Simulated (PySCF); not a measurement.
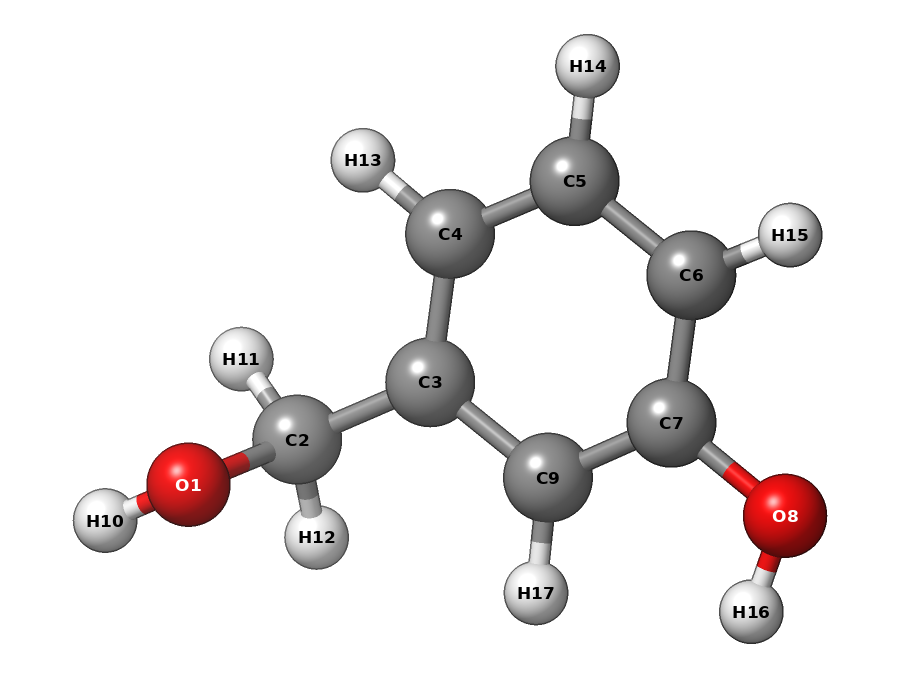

State: charge −1, doublet. The geometry was computed by an optimisation with GFN2-xTB. No frequency run is at hand to confirm it as a minimum. Method: UKS B3LYP, pcH-1 on C H O, non-relativistic (PySCF 2.14.0). Fermi-contact and spin-dipolar terms alone, no spin-orbit part.

### Which nucleus has the largest dipolar (anisotropic) hyperfine coupling?

13C at C3: principal values −29.2, −27.9, 57.2 MHz.

List the isotropic and dipolar parts for the most strongly coupled nuclei, one of each equivalent set.

```json
{"atom": "C3", "isotope": "13C", "a_iso (MHz)": "22.8", "dipolar part (MHz)": "−29.2, −27.9, 57.2"}
{"atom": "C6", "isotope": "13C", "a_iso (MHz)": "26.3", "dipolar part (MHz)": "−28.5, −27.3, 55.8"}
{"atom": "C9", "isotope": "13C", "a_iso (MHz)": "9.9", "dipolar part (MHz)": "−19.1, −18.3, 37.4"}
{"atom": "C5", "isotope": "13C", "a_iso (MHz)": "−0.6", "dipolar part (MHz)": "−9.8, −9.2, 19.0"}
{"atom": "H15", "isotope": "1H", "a_iso (MHz)": "−23.4", "dipolar part (MHz)": "−14.8, 1.1, 13.8"}
{"atom": "O1", "isotope": "17O", "a_iso (MHz)": "−143.4", "dipolar part (MHz)": "−10.9, 4.4, 6.6"}
{"atom": "H17", "isotope": "1H", "a_iso (MHz)": "−15.1", "dipolar part (MHz)": "−9.1, −1.1, 10.2"}
{"atom": "C7", "isotope": "13C", "a_iso (MHz)": "−23.9", "dipolar part (MHz)": "−9.0, 3.5, 5.4"}
```
